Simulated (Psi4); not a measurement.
Two rigid molecules brought together: HBr ··· CH3F (SMILES Br and CF). Monomers: optimised at B3LYP-D3(BJ) (def2-TZVP), held rigid. Orientation: a random orientation, not optimised. Only R, the distance of the centres of mass, is varied, so the lowest point isn't the relaxed dimer.

Geometry at R = 3.86 Å (first 2 atoms: monomer A):
```
7

Br     0.7124     0.0000     0.0000
H     -0.7124     0.0000     0.0000
C     -0.7807     2.3203    -3.3549
F     -1.3720     1.7635    -2.2278
H      0.1426     1.7811    -3.5705
H     -1.4714     2.2320    -4.1946
H     -0.5642     3.3707    -3.1561
```

Level of theory: SAPT0/jun-cc-pVDZ, frozen core (Psi4 1.11).

Components in kcal/mol:

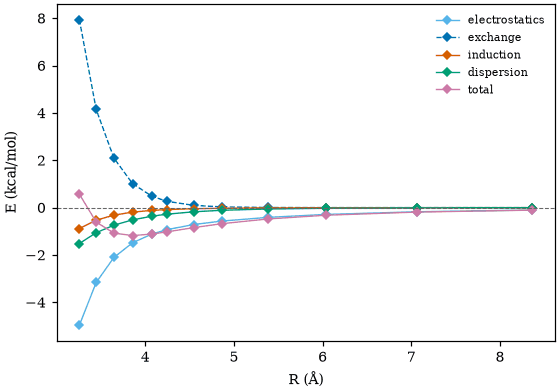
Fig. 1. Components of the interaction energy.

```json
[
 {"R / Å": "3.26", "electrostatics": "-4.97", "exchange": "7.94", "induction": "-0.89", "dispersion": "-1.52", "total": "0.57"},
 {"R / Å": "3.45", "electrostatics": "-3.16", "exchange": "4.15", "induction": "-0.53", "dispersion": "-1.06", "total": "-0.61"},
 {"R / Å": "3.65", "electrostatics": "-2.10", "exchange": "2.09", "induction": "-0.32", "dispersion": "-0.74", "total": "-1.08"},
 {"R / Å": "3.86", "electrostatics": "-1.49", "exchange": "1.01", "induction": "-0.19", "dispersion": "-0.52", "total": "-1.18"},
 {"R / Å": "4.08", "electrostatics": "-1.11", "exchange": "0.48", "induction": "-0.12", "dispersion": "-0.36", "total": "-1.12"},
 {"R / Å": "4.25", "electrostatics": "-0.93", "exchange": "0.27", "induction": "-0.08", "dispersion": "-0.28", "total": "-1.02"},
 {"R / Å": "4.55", "electrostatics": "-0.71", "exchange": "0.09", "induction": "-0.05", "dispersion": "-0.18", "total": "-0.85"},
 {"R / Å": "4.87", "electrostatics": "-0.57", "exchange": "0.03", "induction": "-0.03", "dispersion": "-0.11", "total": "-0.68"},
 {"R / Å": "5.39", "electrostatics": "-0.41", "exchange": "0.00", "induction": "-0.01", "dispersion": "-0.06", "total": "-0.48"},
 {"R / Å": "6.04", "electrostatics": "-0.29", "exchange": "0.00", "induction": "-0.01", "dispersion": "-0.03", "total": "-0.32"},
 {"R / Å": "7.07", "electrostatics": "-0.18", "exchange": "0.00", "induction": "0.00", "dispersion": "-0.01", "total": "-0.19"},
 {"R / Å": "8.37", "electrostatics": "-0.10", "exchange": "0.00", "induction": "0.00", "dispersion": "0.00", "total": "-0.11"}
]
```
